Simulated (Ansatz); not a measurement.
# SiO2 (silicon dioxide molecule) at 6 levels

Aim: a comparison of 6 runs (HSE06/STO-3G, SVWN5/STO-3G, UB3LYP/STO-3G, UPBE0/STO-3G, r2SCAN/STO-3G, CCSDT(Q)/STO-3G) of SiO2 (silicon dioxide molecule). 

Program for the calculation: Ansatz 0.2.0.

37 further runs of the same task are left out: 8 that didn't finish, 29 set aside as unsound or not needed.

### 1 The molecule

SiO2: 3 atoms, total charge 0, spin state singlet. As SMILES, `O=[Si]=O`. The Si2–O1 distance was set to 2.982 Å, away from the relaxed value. At this shape a bond of the SMILES string is far longer than usual.

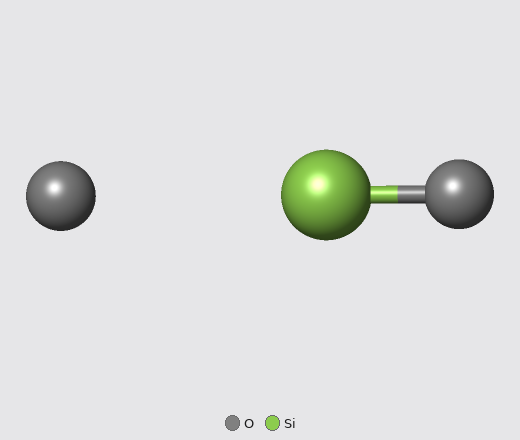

The structure, seen from a chosen angle (oxygen grey, silicon green).

### 2 A single-point energy at HSE06/STO-3G (run 1)

Contents of input.yaml:

```yaml
crystal:
  periodic: [false, false, false]
  atoms:
    - {symbol: O, position_ang: [1.383206, 2.434168, 1.027652]}
    - {symbol: Si, position_ang: [-0.000730, 0.000440, -0.000160]}
    - {symbol: O, position_ang: [-0.690510, -1.217740, -0.513580]}
basis:
  gaussian:
    orbitals: STO-3G
hamiltonian:
  xc: hse06
accuracy: high
```

Run with:

```console
$ ansatz run input.yaml --threads 1 --pin off --max-ram 2610MiB --events-out events.jsonl --progress --plain --runs-dir runs
```

What it wrote:

```text
Warning: RAYON_NUM_THREADS=1 ignored (pool sized by the plan → 1); use --threads N
Functional definition: HSE06
  name "HSE06"
  parameter a = 0.25
  parameter omega = 0.11/bohr
  exchange = pbe_x - a*pbe_x_sr(omega) + a*exact_x_sr(omega)
  correlation = pbe_c
304 factors; integrals over basis functions are off by at most 1.5e-8 eV
54 factors; integrals over basis functions are off by at most 4.6e-10 eV
mean field evaluation 1: about -11793.9488 eV, gradient 5.4e1 eV
mean field evaluation 2: about -11601.9564 eV, gradient 3.5e1 eV
mean field evaluation 4: about -11732.1997 eV, gradient 1.1e2 eV
mean field evaluation 8: about -11808.1698 eV, gradient 9.3e-2 eV
mean field evaluation 16: about -11807.9791 eV, gradient 8.6e-1 eV
mean field -11808.16326830 eV, -433.9419962497 hartree, gradient 3.7e-8 eV, S^2 0.000000; 3 other end points of the search recorded, 0 dependent functions left out
reference -11808.16326962 eV, -433.9419962981 hartree; 15, 15 occupied and 4, 4 virtual orbitals, 304 factors
Total energy: -11808.16326962 eV, -433.9419962981 hartree
```

It took 1.3 s on 1 thread of AMD EPYC 7R43 (Zen 3), shared host; peak memory 0.11 GiB.

### 3 A single-point energy at SVWN5/STO-3G (run 2)

Contents of molecule.yaml:

```yaml
basis:
  gaussian:
    orbitals: STO-3G
crystal:
  periodic: [false, false, false]
  atoms:
    - symbol: O
      position_ang: [1.383206, 2.434168, 1.027652]
    - symbol: Si
      position_ang: [-0.000730, 0.000440, -0.000160]
    - symbol: O
      position_ang: [-0.690510, -1.217740, -0.513580]
hamiltonian:
  xc: {name: SVWN5}
accuracy: high
```

Run with:

```console
$ ansatz run molecule.yaml --threads 1 --pin off --max-ram 2610MiB --events-out events.jsonl --progress --plain --runs-dir runs
```

What it wrote:

```text
Warning: RAYON_NUM_THREADS=1 ignored (pool sized by the plan → 1); use --threads N
Functional definition: SVWN5
  name "SVWN5"
  exchange = slater_x
  correlation = vwn5_c
304 factors; integrals over basis functions are off by at most 1.5e-8 eV
mean field evaluation 1: about -11743.5118 eV, gradient 4.7e1 eV
mean field evaluation 2: about -11545.7840 eV, gradient 3.6e1 eV
mean field evaluation 4: about -11682.2967 eV, gradient 7.4e1 eV
mean field evaluation 8: about -11753.1417 eV, gradient 1.3e-1 eV
mean field evaluation 16: about -11753.1241 eV, gradient 1.1e-8 eV
mean field evaluation 32: about -11752.4751 eV, gradient 2.7e-6 eV
mean field -11753.12411888 eV, -431.9193448153 hartree, gradient 1.0e-8 eV, S^2 0.000000; 5 other end points of the search recorded, 0 dependent functions left out
reference -11753.12412015 eV, -431.9193448618 hartree; 15, 15 occupied and 4, 4 virtual orbitals, 304 factors
Total energy: -11753.12412015 eV, -431.9193448618 hartree
```

Run time: 0.93 s. Hardware: 1 thread of AMD EPYC 7R43 (Zen 3), shared host.

Run 3 isn't shown in full; the table further down has it.

### 4 A single-point energy at UPBE0/STO-3G (run 4)

Contents of run.yaml:

```yaml
crystal:
  periodic: [false, false, false]
  atoms:
    - {symbol: O, position_ang: [1.383206, 2.434168, 1.027652]}
    - {symbol: Si, position_ang: [-0.000730, 0.000440, -0.000160]}
    - {symbol: O, position_ang: [-0.690510, -1.217740, -0.513580]}
basis:
  gaussian:
    orbitals: STO-3G
magnetization:
  spin_polarized: true
hamiltonian:
  xc: {name: PBE0}
accuracy: high
```

Run with:

```console
$ ansatz run run.yaml --threads 1 --pin off --max-ram 2610MiB --events-out events.jsonl --progress --plain --runs-dir runs
```

What it wrote:

```text
Warning: RAYON_NUM_THREADS=1 ignored (pool sized by the plan → 1); use --threads N
Functional definition: PBE0
  name "PBE0"
[... 1 set-up line as earlier in the session ...]
  parameter kappa = 0.804
  parameter beta = 0.06672455060314922
  exchange = (1 - a)*pbe_x(kappa = kappa, mu = beta*pi^2/3) + a*exact_x
  correlation = pbe_c(beta = beta)
304 factors; integrals over basis functions are off by at most 1.5e-8 eV
mean field evaluation 1: about -11794.3245 eV, gradient 3.8e1 eV
mean field evaluation 2: about -11602.9079 eV, gradient 2.7e1 eV
mean field evaluation 4: about -11734.4176 eV, gradient 7.4e1 eV
mean field evaluation 8: about -11808.4767 eV, gradient 3.3e-3 eV
mean field evaluation 16: about -11810.7614 eV, gradient 4.8e-4 eV
mean field evaluation 32: about -11810.7614 eV, gradient 1.6e-6 eV
mean field evaluation 64: about -11810.7614 eV, gradient 2.2e-4 eV
mean field -11810.76136126 eV, -434.0374744047 hartree, gradient 9.5e-9 eV, S^2 0.998578; 5 other end points of the search recorded, 0 dependent functions left out
reference -11810.76136226 eV, -434.0374744414 hartree; 15, 15 occupied and 4, 4 virtual orbitals, 304 factors
Total energy: -11810.76136226 eV, -434.0374744414 hartree
```

Wall time 34 s (1 thread of AMD EPYC 7R43 (Zen 3), shared host); peak memory 0.13 GiB.

Run 5 isn't shown in full; the table further down has it.

### 5 The energy at CCSDT(Q)/STO-3G (run 6)

Contents of molecule.yaml:

```yaml
crystal:
  periodic: [false, false, false]
  atoms:
    - {symbol: O, position_ang: [1.383206, 2.434168, 1.027652]}
    - {symbol: Si, position_ang: [-0.000730, 0.000440, -0.000160]}
    - {symbol: O, position_ang: [-0.690510, -1.217740, -0.513580]}
basis:
  gaussian: {orbitals: STO-3G}
correlation: {method: ccsdt_q, frozen_orbitals: {O: 1, Si: 5}}
accuracy: high
scf: {omitted_lower_state_checks: [cluster_reference, increment]}
```

Run with:

```console
$ ansatz run molecule.yaml --threads 1 --pin off --max-ram 2610MiB --events-out events.jsonl --progress --plain --runs-dir runs
```

What it wrote:

```text
Warning: RAYON_NUM_THREADS=1 ignored (pool sized by the plan → 1); use --threads N
[... 15 lines left out ...]
7 core orbitals not correlated: weight in the atoms' cores, before any rotation towards them, 1.000 or more for the frozen orbitals, at most 0.000 for the correlated occupied ones
[... 96 lines left out ...]
Total energy: -11789.44061217 eV, -433.2539513273 hartree
Checks for a lower state left out: cluster_reference, increment
```

It took 1.2 s on 1 thread of AMD EPYC 7R43 (Zen 3), shared host.

### 6 Overview of the runs

| run | level | frozen core orbitals | energy (Eh) | wall time |
| --- | --- | --- | --- | --- |
| 1 | HSE06/STO-3G | – | -433.941996 | 1.3 s |
| 2 | SVWN5/STO-3G | – | -431.919345 | 0.93 s |
| 3 | UB3LYP/STO-3G | – | -434.285460 | 29 s |
| 4 | UPBE0/STO-3G | – | -434.037474 | 34 s |
| 5 | r2SCAN/STO-3G | – | -434.139882 | 4.8 s |
| 6 | CCSDT(Q)/STO-3G | 7 | -433.253951 | 1.2 s |

### 7 What came out

| quantity | value |
| --- | --- |
| run 6: total energy | -433.25395 Eh |
| run 6: correlation energy (7 core orbitals frozen) | -188.7 mEh |
| run 6: T1 diagnostic | 0.024 |

Totals of different functionals can't be ranked against each other. In run 6 the log says that unrestricted orbitals would lower the reference, so the values rest on an unstable closed-shell determinant (other closed-shell runs at this shape may share the fault). In runs 1, 2, 3, 4, 5, 6 the basis is minimal, so the values are rough. Spin contamination of the reference: run 4 ⟨S²⟩ = 1.00, run 3 ⟨S²⟩ = 1.00. Where it is this large, the reference is a mixture of spin states, and values that rest on it are in doubt. All runs together took 71 s, the longest 34 s.
